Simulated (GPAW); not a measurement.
# CH4Zn (ZnMeH): a chain of runs

We compute a geometry optimisation (RPBE/plane waves), then vibrational wavenumbers (RPBE/plane waves) of CH4Zn (ZnMeH). 

The results are computed with GPAW 26.7.0.

4 further runs of the same task are left out: 1 that didn't finish, 3 set aside as unsound or not needed.

**1. The system as given**

The species is CH4Zn (6 atoms), meant as a singlet with charge 0. As SMILES, `[H][Zn][CH3]`. All atoms were displaced at random from a relaxed shape. The run starts from this shape.

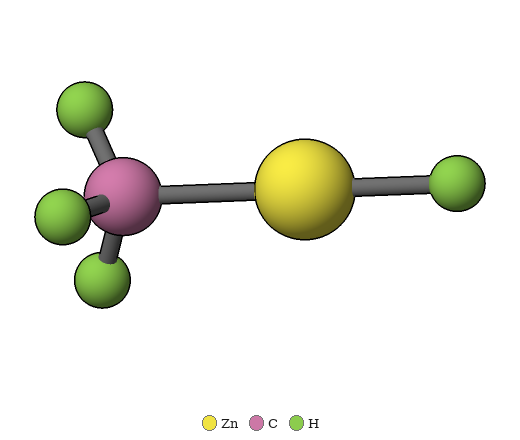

Viewed from a chosen angle; zinc yellow, carbon pink, hydrogen green.

**2. A geometry optimisation at RPBE/plane waves (scalar-relativistic datasets, plane-wave cutoff 400 eV) (run 1)**

Input file molecule.xyz:

```xyz
6

Zn    -0.032570    -0.011689    -1.211155
C     -0.034889     0.036125     0.753713
H     -0.391920     0.965520     1.185002
H      1.039099    -0.109606     1.170568
H     -0.550952    -0.841483     1.159683
H     -0.052302    -0.053445    -2.852985
```

Input file relax.py:

```python
from ase.io import read, write
from ase.optimize import BFGSLineSearch
from gpaw import GPAW, PW

atoms = read('molecule.xyz')
atoms.center(vacuum=4.5)

gpaw_calc = GPAW(mode=PW(400),
                 xc='RPBE',
                 occupations={'name': 'fermi-dirac', 'width': 0.02},
                 maxiter=150,
                 symmetry='off',
                 txt='molecule.txt')
atoms.calc = gpaw_calc

opt = BFGSLineSearch(atoms, trajectory='molecule.traj')
converged = opt.run(fmax=0.05, steps=100)
print('Converged:', converged)
print(f'Final energy: {atoms.get_potential_energy():.5f} eV')
print(f'r(H4-C1) = {atoms.get_distance(4, 1):.4f} Ang')
print(f'r(H5-Zn0): {atoms.get_distance(5, 0):.4f} Ang')
write('relaxed.xyz', atoms)
```

The run is started by

```bash
$ python3 -u relax.py | tee relax.out
```

The program printed:

```text
Step[ FC]     Time          Energy          fmax
BFGSLineSearch:    0[  0] hh:mm:ss      -22.494200       2.2036
BFGSLineSearch:    1[  2] hh:mm:ss      -22.581322       0.7495
BFGSLineSearch:    2[  4] hh:mm:ss      -22.607062       0.5638
BFGSLineSearch:    3[  6] hh:mm:ss      -22.619158       0.3785
BFGSLineSearch:    4[  8] hh:mm:ss      -22.625264       0.2706
BFGSLineSearch:    5[ 10] hh:mm:ss      -22.627249       0.1135
BFGSLineSearch:    6[ 11] hh:mm:ss      -22.628568       0.0654
BFGSLineSearch:    7[ 12] hh:mm:ss      -22.628883       0.0138
Converged: True
Final energy: -22.62888 eV
r(H4-C1) = 1.1043 Ang
r(H5-Zn0): 1.5435 Ang
```

molecule.txt:

```text
__  _  _
 | _ |_)|_||  |
 |__||  | ||/\| - 26.7.0

units:  Angstrom and eV
cores:  1
OpenMP: False

Versions:
  Python: 3.12.14
  ASE:    3.29.0
  Numpy:  2.5.5
  Scipy:  1.18.1
  Libxc:  7.0.0

        _gpaw.cpython-312-aarch64-linux-gnu.so

Input parameters:
  mode=PW(ecut=400.0),
  maxiter=150,
  occupations=Occupations(name='fermi-dirac', width=0.02),
  symmetry=Symmetry(point_group=False, time_reversal=False),
  xc=XC(name='RPBE')

[... 58 lines left out ...]
|   |                                coordinates |     weight |
[... 109 lines left out ...]
  Converge bands: occupied
[... 26 lines left out ...]
convergence criteria:
[... 14 lines left out ...]
Converged in 12 steps
[... 15 lines left out ...]
dipole moment: (0.004677, -0.003714, 0.149596)  # |e|*Ang
[... 23 lines left out ...]
- Maximum [total energy] change in last 3 cyles: 0.0005 eV / valence electron
[... 26 lines left out ...]
  Free energy:     -22.628568
[... 77 lines left out ...]
convergence criteria:
[... 15 lines left out ...]
Converged in 6 steps
[... 15 lines left out ...]
dipole moment: (0.001989, 0.004126, 0.107184)  # |e|*Ang
[... 13 lines left out ...]
Gap: 5.356 eV
Transition (v -> c):
  (s=0, k=0, n=9, [0.00, 0.00, 0.00]) -> (s=0, k=0, n=10, [0.00, 0.00, 0.00])
No difference between direct/indirect transitions
vacuum-level: 0.218  # V

Forces  # eV/Ang
|        x |        y |        z |
|----------|----------|----------|
| -0.00288 | -0.00891 | -0.00216 |  # Zn   0
|  0.00293 | -0.00628 | -0.00257 |  # C    1
| -0.00166 |  0.00378 | -0.01162 |  # H    2
| -0.00397 |  0.00362 |  0.00232 |  # H    3
| -0.00118 |  0.00405 |  0.01313 |  # H    4
|  0.00175 |  0.01197 | -0.00609 |  # H    5

Force computation time: 0.357  # s

timing:  # [seconds]
  Total:  94.251  # ━━━━━━━━━━━━━━━━━━━━━━━━━━━━━━━━━━━━━━━━━━━━━━━━━━━━━━━━━
  Init:    0.726  # ╸
  SCF:    82.567  # ━━━━━━━━━━━━━━━━━━━━━━━━━━━━━━━━━━━━━━━━━━━━━━━━━━
  Forces:  4.845  # ━━━
  Move:    5.843  # ━━━╸
```

Wall time 95 s (1 thread of Arm Neoverse V2, shared host); peak memory 0.43 GiB.

Steps, from the record of the run:

```tsv
step	energy from the first frame kept (eV)	largest force (eV/Å)
0	0.0000	2.2036
1	-0.0871	0.7495
2	-0.1129	0.5638
3	-0.1250	0.3785
4	-0.1311	0.2706
5	-0.1330	0.1135
6	-0.1344	0.0654
7	-0.1347	0.0138
```

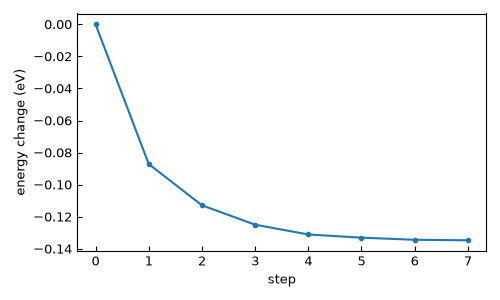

Energy along the run.

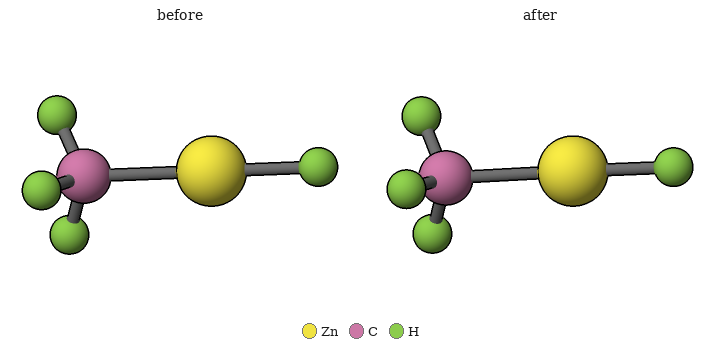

Before and after, at one scale.

After the run. Bond lengths: Zn1–C2 1.953 Å, C2–H3 1.104 Å, C2–H4 1.104 Å, C2–H5 1.104 Å, Zn1–H6 1.544 Å. Angles: Zn1–C2–H3 111.7°, Zn1–C2–H4 110.9°, Zn1–C2–H5 110.4°, C2–Zn1–H6 179.2°, H3–C2–H4 107.9°, H3–C2–H5 107.9°, H4–C2–H5 107.8°.

**3. Vibrational wavenumbers at RPBE/plane waves (scalar-relativistic datasets, plane-wave cutoff 400 eV, shape nonlinear) (run 2)**

Input file relaxed.xyz:

```xyz
6
Lattice="10.590050999999999 0.0 0.0 0.0 10.807003 0.0 0.0 0.0 13.037987000000001" Properties=species:S:1:pos:R:3:magmoms:R:1:forces:R:3 free_energy=-22.628882945945815 energy=-22.628882945945815 dipole="0.001989397122426334 0.004125580691850611 0.10718385647564027" magmom=0.0 pbc="F F F"
Zn       5.02604013       5.33315321       6.14403372       0.00000000      -0.00287852      -0.00891414      -0.00216496
C        5.05862481       5.35350860       8.09684851       0.00000000       0.00293200      -0.00628083      -0.00257291
H        4.64194004       6.29187811       8.50217741       0.00000000      -0.00165702       0.00377609      -0.01161883
H        6.09083094       5.24889559       8.47519611       0.00000000      -0.00397189       0.00361554       0.00231943
H        4.46415011       4.51525367       8.50101393       0.00000000      -0.00118012       0.00404923       0.01313286
H        4.99800590       5.29485111       4.60122427       0.00000000       0.00174642       0.01197053      -0.00609058
```

Input file vib.py:

```python
from ase.io import read
from ase.thermochemistry import IdealGasThermo
from ase.vibrations import Vibrations
from gpaw import GPAW, PW

# Atomic positions
mol = read('relaxed.xyz')

# DFT calculator
calculator = GPAW(mode=PW(400),
                  xc='RPBE',
                  occupations={'name': 'fermi-dirac', 'width': 0.02},
                  convergence={'density': 1e-05},
                  maxiter=150,
                  symmetry='off',
                  txt='run.txt')
mol.calc = calculator

energy = mol.get_potential_energy()
vib = Vibrations(mol, delta=0.01)
vib.run()
vib.summary()
freqs = vib.get_frequencies()
zpe = vib.get_zero_point_energy()

thermo = IdealGasThermo(vib_energies=vib.get_energies(), potentialenergy=energy, atoms=mol, geometry='nonlinear',
                        symmetrynumber=3, spin=0.0, ignore_imag_modes=True)
H = thermo.get_enthalpy(298.15, verbose=False)
S = thermo.get_entropy(298.15, 101325.0, verbose=False)
G = thermo.get_gibbs_energy(temperature=298.15, pressure=101325.0)
```

The run is started by

```bash
$ OMP_NUM_THREADS=1 python vib.py
```

The program printed:

```text
---------------------
  #    meV     cm^-1
---------------------
  0    8.9i     71.4i
  1    4.4i     35.4i
  2    1.5i     12.5i
  3    1.0       8.3
  4    1.7      13.5
  5    2.4      19.6
  6   52.6     424.5
  7   53.1     428.5
  8   67.1     541.5
  9   85.8     692.4
 10   86.0     693.7
 11  144.2    1162.7
 12  174.1    1404.3
 13  174.3    1405.7
 14  231.3    1866.0
 15  368.3    2970.5
 16  377.8    3046.8
 17  378.1    3049.9
---------------------
Zero-point energy: 1.099 eV
Enthalpy components at T = 298.15 K:
===============================
Enthalpy components at T = 298.15 K:
===============================
E_pot                -22.629 eV
E_ZPE                  1.096 eV
Cv_trans (0->T)        0.039 eV
Cv_rot (0->T)          0.039 eV
Cv_vib (0->T)          0.028 eV
-------------------------------
U                    -21.427 eV
===============================
(C_v -> C_p)           0.026 eV
-------------------------------
H                    -21.402 eV
===============================

Entropy components at T = 298.15 K and P = 101325.0 Pa:
=================================================
{"":15s}{"S":13s}     {"T*S:13s}
S_trans (1 bar)    0.0016969 eV/K        0.506 eV
S_rot              0.0008057 eV/K        0.240 eV
S_elec             0.0000000 eV/K        0.000 eV
S_vib              0.0001308 eV/K        0.039 eV
S (1 bar -> P)    -0.0000011 eV/K       -0.000 eV
-------------------------------------------------
S                  0.0026323 eV/K        0.785 eV
=================================================

Free energy components at T = 298.15 K and P = 101325.0 Pa:
=======================
    H        -21.402 eV
 -T*S         -0.785 eV
-----------------------
    G        -22.186 eV
=======================
```

run.txt:

```text
__  _  _
 | _ |_)|_||  |
 |__||  | ||/\| - 26.7.0

units:  Angstrom and eV
cores:  1
OpenMP: False

Versions:
  Python: 3.12.14
  ASE:    3.29.0
  Numpy:  2.5.5
  Scipy:  1.18.1
  Libxc:  7.0.0

        _gpaw.cpython-312-aarch64-linux-gnu.so

Input parameters:
  mode=PW(ecut=400.0),
  convergence={'density': 1e-05},
  maxiter=150,
  occupations=Occupations(name='fermi-dirac', width=0.02),
  symmetry=Symmetry(point_group=False, time_reversal=False),
  xc=XC(name='RPBE')

[... 58 lines left out ...]
|   |                                coordinates |     weight |
[... 109 lines left out ...]
  Converge bands: occupied
[... 26 lines left out ...]
convergence criteria:
[... 14 lines left out ...]
Converged in 13 steps
[... 15 lines left out ...]
dipole moment: (0.002414, 0.004573, 0.107720)  # |e|*Ang
[... 20 lines left out ...]
- Maximum [total energy] change in last 3 cyles: 0.0005 eV / valence electron
[... 25 lines left out ...]
  Free energy:     -22.628314
[... 77 lines left out ...]
convergence criteria:
[... 14 lines left out ...]
Converged in 9 steps
[... 15 lines left out ...]
dipole moment: (0.002379, 0.004546, 0.102701)  # |e|*Ang
[... 13 lines left out ...]
Gap: 5.358 eV
Transition (v -> c):
  (s=0, k=0, n=9, [0.00, 0.00, 0.00]) -> (s=0, k=0, n=10, [0.00, 0.00, 0.00])
No difference between direct/indirect transitions
vacuum-level: 0.218  # V

Forces  # eV/Ang
|        x |        y |        z |
|----------|----------|----------|
| -0.00128 | -0.00609 |  0.12694 |  # Zn   0
|  0.00395 | -0.00650 | -0.00437 |  # C    1
| -0.00171 |  0.00389 | -0.00981 |  # H    2
| -0.00360 |  0.00353 |  0.00389 |  # H    3
| -0.00138 |  0.00373 |  0.01445 |  # H    4
| -0.00051 |  0.00893 | -0.13531 |  # H    5

Force computation time: 0.391  # s

timing:  # [seconds]
  Total:  242.445  # ━━━━━━━━━━━━━━━━━━━━━━━━━━━━━━━━━━━━━━━━━━━━━━━━━━━━━━━━
  Init:     0.727  #
  SCF:    209.521  # ━━━━━━━━━━━━━━━━━━━━━━━━━━━━━━━━━━━━━━━━━━━━━━━━╸
  Forces:  13.864  # ━━━
  Move:    17.640  # ━━━━
```

Wall time 4.1 min (1 thread of Arm Neoverse V2, shared host); peak memory 0.47 GiB.

**4. Results**

| quantity | value |
| --- | --- |
| run 1, RPBE/plane waves: energy as printed (from the program's reference atoms) | -22.6289 eV |
| run 1, RPBE/plane waves: dipole moment | 0.52 D |
| run 1, RPBE/plane waves: HOMO energy (shifted to the vacuum level, unlike the log) | -6.36 eV |
| run 1, RPBE/plane waves: LUMO energy (shifted to the vacuum level, unlike the log) | -1.00 eV |
| run 1, RPBE/plane waves: HOMO–LUMO gap | 5.36 eV |
| run 2, RPBE/plane waves: lowest harmonic wavenumber | 424 cm⁻¹ |
| run 2, RPBE/plane waves: highest harmonic wavenumber | 3050 cm⁻¹ |
| run 2, RPBE/plane waves: zero-point energy | 105.8 kJ/mol |

**Reading.** The optimisation (run 1, RPBE/plane waves) took 7 steps and changed the energy by -0.135 eV. All 12 modes (run 2, RPBE/plane waves) are real, so the shape is a minimum at this level.
